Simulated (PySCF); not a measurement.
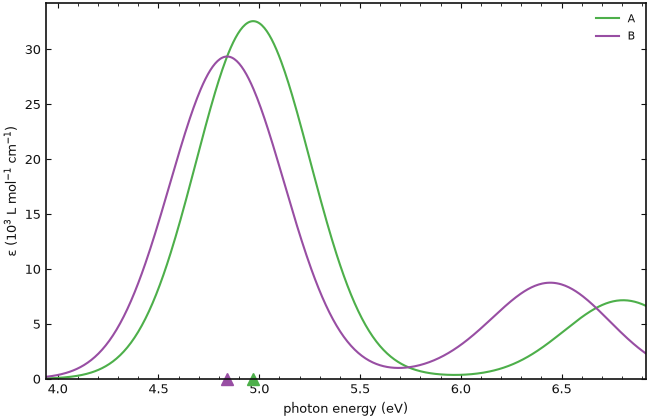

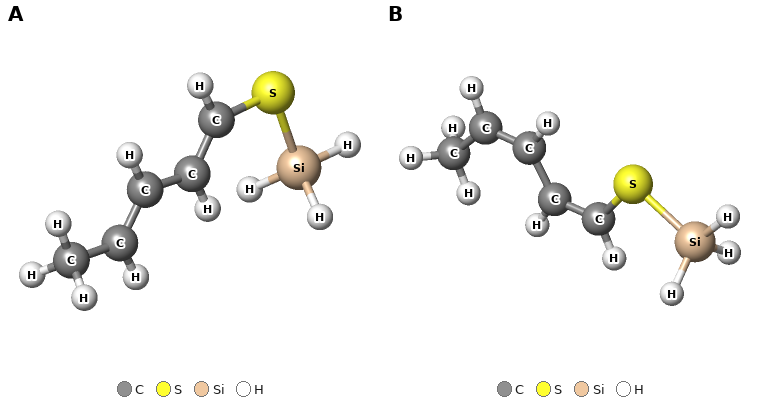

Related molecules: A is C₅H₁₀SSi, SMILES C/C=C/C=C/S[SiH3]; B is C₅H₁₀SSi, SMILES C/C=C\C=C/S[SiH3]. Vertical TDDFT absorption, CAM-B3LYP/def2-SVPD in PySCF, at a PBE0-D3(BJ)/def2-SVP geometry (no frequency check); Gaussians of 1/e half-width 0.40 eV, triangles mark S1, and the range ends where the computed states of one molecule run out.

### How does the lowest singlet move?

A: 4.97 eV (f = 0.799, mainly HOMO → LUMO (96 %)); B: 4.84 eV (f = 0.723, mainly HOMO → LUMO (97 %)). From A to B it shifts 0.13 eV to the red.

### And the brightest state of each within the range drawn?

A: S1 at 4.97 eV, f = 0.80; B: S1 at 4.84 eV, f = 0.72.

Caveats, for all or some of the runs: core orbitals are frozen in the response; one conformer of a flexible molecule.
